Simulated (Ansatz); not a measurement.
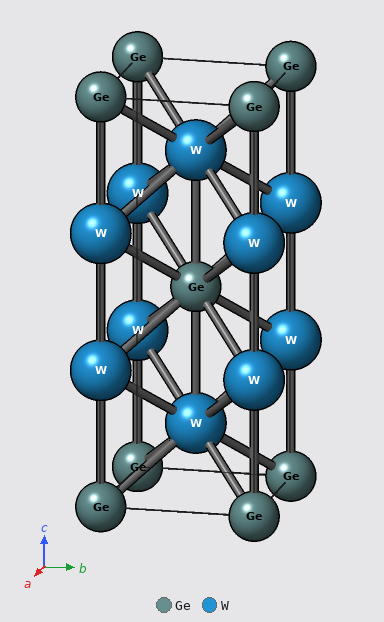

The image is a ball-and-stick drawing of a crystal, viewed slightly off an axis. The frame is the conventional unit cell; atoms at its boundary are shown with their periodic copies.

Cell parameters: a = 3.265 Å, b = 3.265 Å, c = 8.788 Å, α = 90.00°, β = 90.00°, γ = 90.00°.

Connected in the drawing: Ge–W up to 3.45 Å, W–W up to 2.98 Å (cut-off distances).

What is the chemical formula?

GeW2. The cell holds 2 Ge, 4 W, counting shared atoms by their share.

Identify the Bravais lattice.

Body-centred tetragonal.

Determine the space group.

I4/mmm (No. 139), with Ge on 2a and W on 4e.

The initial geometry was a textbook structure type filled with these elements (whether it is the usual form wasn't checked). The picture shows the end point of a geometry optimisation with DFT PBE, scalar-relativistic, plane waves, PAW (Ansatz).
